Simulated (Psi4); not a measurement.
# PBE0/def2-SVP (density fitting with cc-pvdz-jkfit, sweep point 2) run of BH3 (borane)

Aim: the vertical singlet–triplet gap of BH3 (borane) at PBE0/def2-SVP (density fitting with cc-pvdz-jkfit, sweep point 2), from 2 runs. 

Program for the calculation: Psi4 1.11.

2 further runs of the same task are left out: 2 set aside as unsound or not needed.

**1. Starting point**

BH3: 4 atoms, total charge 0, spin state singlet. SMILES: `B`. The coordinates come from a PBE0-D4/def2-TZVP relaxation.

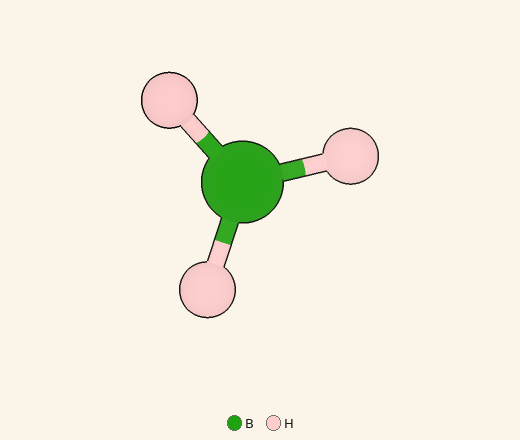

The structure, seen from a chosen angle (boron green, hydrogen pink).

**2. The energy at PBE0/def2-SVP (density fitting with cc-pvdz-jkfit, sweep point 2)**

File bh3.inp:

```
memory 1600 MB

molecule molecule1 {
  0 1
  B      0.013900    -0.015100    -0.005100
  H      0.982200     0.381700     0.568800
  H     -0.276200    -1.171800     0.043000
  H     -0.664400     0.744900    -0.626900
  units angstrom
  symmetry c1
}

set {
  basis                def2-SVP
  puream               true
  scf_type             df
  dft_radial_points    99
  dft_spherical_points 590
  df_basis_scf         cc-pvdz-jkfit
}

result, w = energy("pbe0", return_wfn=True)
print_variables()
```

Started as:

```bash
$ psi4 -n 1 bh3.inp bh3.out
```

bh3.out (excerpt; [...] marks lines left out):

```text
[...]
  Running in c1 symmetry.
[...]
  Nuclear repulsion =    7.418838234776623
[...]
  Multiplicity = 1
[...]
  Nalpha       = 4
  Nbeta        = 4
[...]
    Number of basis functions: 29
[...]
   @DF-RKS iter   1:   -26.50627961750720   -4.84156e-01   6.01253e-03 DIIS/ADIIS
[...]
   @DF-RKS iter   5:   -26.53500245162941   -2.18675e-08   2.79415e-07 DIIS
[...]
    Orbital Energies [Eh]
    ---------------------
    Doubly Occupied:
       1A     -6.812955     2A     -0.525592     3A     -0.363006
       4A     -0.362996
[...]
  @DF-RKS Final Energy:   -26.53500245162941
   => Energetics <=
    Nuclear Repulsion Energy =              7.4188382347766231
    One-Electron Energy =                 -49.0217782823854904
    Two-Electron Energy =                  18.9174452707563923
    DFT Exchange-Correlation Energy =      -3.8495076747769343
    Empirical Dispersion Energy =           0.0000000000000000
    VV10 Nonlocal Energy =                  0.0000000000000000
    Total Energy =                        -26.5350024516294098
[...]
 Multipole Moments:
 ------------------------------------------------------------------------------------
     Multipole            Electronic (a.u.)      Nuclear  (a.u.)        Total (a.u.)
 ------------------------------------------------------------------------------------
 L = 1.  Multiply by 2.5417464519 to convert [e a0] to [Debye]
 Dipole X            :          0.0001070           -0.0000804            0.0000266
 Dipole Y            :         -0.0000909            0.0000804           -0.0000105
 Dipole Z            :         -0.0002249            0.0001608           -0.0000641
 Magnitude           :                                                    0.0000702
[...]
```

Wall time 2.1 s (1 thread of AMD EPYC 9R45 (Zen 5), shared host); peak memory 0.4 GiB.

**3. The triplet, same level**

File calc.inp:

```
memory 1.6 GB

molecule molecule1 {
  0 3
  B      0.013900    -0.015100    -0.005100
  H      0.982200     0.381700     0.568800
  H     -0.276200    -1.171800     0.043000
  H     -0.664400     0.744900    -0.626900
  units angstrom
  symmetry c1
}

set globals {
  basis def2-SVP
  reference uks
  puream true
  scf_type df
  dft_radial_points 99
  dft_spherical_points 590
  df_basis_scf cc-pvdz-jkfit
  maxiter 150
}

result = energy('pbe0')
print_variables()
```

Started as:

```bash
$ psi4 -i calc.inp -o calc.out -n 1
```

calc.out (excerpt; [...] marks lines left out):

```text
[...]
  Running in c1 symmetry.
[...]
  Nuclear repulsion =    7.418838234776623
[...]
  Multiplicity = 3
[...]
  Nalpha       = 5
  Nbeta        = 3
[...]
    Number of basis functions: 29
[...]
   @DF-UKS iter   1:   -26.30179530976487   -2.79671e-01   7.88667e-03 DIIS/ADIIS
[...]
   @DF-UKS iter  14:   -26.34835988645805   -2.53012e-08   2.76729e-07 DIIS
[...]
   @S^2 Observed:                2.004470764E+00
[...]
    Orbital Energies [Eh]
    ---------------------
    Alpha Occupied:
       1A     -6.803083     2A     -0.595311     3A     -0.446429
       4A     -0.386204     5A     -0.188544
    Alpha Virtual:
       6A      0.113945     7A      0.129073     8A      0.145269
       9A      0.180443    10A      0.238579    11A      0.262069
      12A      0.308983    13A      0.595103    14A      0.650273
      15A      0.656943    16A      0.864087    17A      0.910697
      18A      1.248186    19A      1.256803    20A      1.295287
      21A      1.385991    22A      1.595018    23A      1.795762
      24A      1.839330    25A      2.023430    26A      2.040942
[...]
  @DF-UKS Final Energy:   -26.34835988645805
   => Energetics <=
    Nuclear Repulsion Energy =              7.4188382347766231
    One-Electron Energy =                 -48.7492409152292083
    Two-Electron Energy =                  18.7910219535094960
    DFT Exchange-Correlation Energy =      -3.8089791595149558
    Empirical Dispersion Energy =           0.0000000000000000
    VV10 Nonlocal Energy =                  0.0000000000000000
    Total Energy =                        -26.3483598864580451
[...]
 Multipole Moments:
 ------------------------------------------------------------------------------------
     Multipole            Electronic (a.u.)      Nuclear  (a.u.)        Total (a.u.)
 ------------------------------------------------------------------------------------
 L = 1.  Multiply by 2.5417464519 to convert [e a0] to [Debye]
 Dipole X            :          0.2813316           -0.0000804            0.2812512
 Dipole Y            :          0.1156302            0.0000804            0.1157106
 Dipole Z            :          0.1665367            0.0001608            0.1666975
 Magnitude           :                                                    0.3468130
[...]
```

It took 5.4 s on 1 thread of AMD EPYC 9R45 (Zen 5), shared host; peak memory 0.4 GiB.

**4. Outcome**

At PBE0/def2-SVP (density fitting with cc-pvdz-jkfit, sweep point 2):

| quantity | value |
| --- | --- |
| singlet: total energy | -26.53500 Eh |
| singlet: dipole moment | 0.00 D |
| singlet: HOMO energy | -9.88 eV |
| singlet: LUMO energy | -1.87 eV |
| singlet: HOMO–LUMO gap | 8.00 eV |
| triplet: total energy | -26.34836 Eh |
| triplet: dipole moment | 0.88 D |
| triplet: HOMO energy (highest over α and β) | -5.13 eV |
| triplet: ⟨S²⟩ | 2.004 |
| vertical energy of the triplet above the singlet | 5.079 eV |

What this shows: At this shape the triplet lies 5.08 eV (490 kJ/mol) above the singlet.
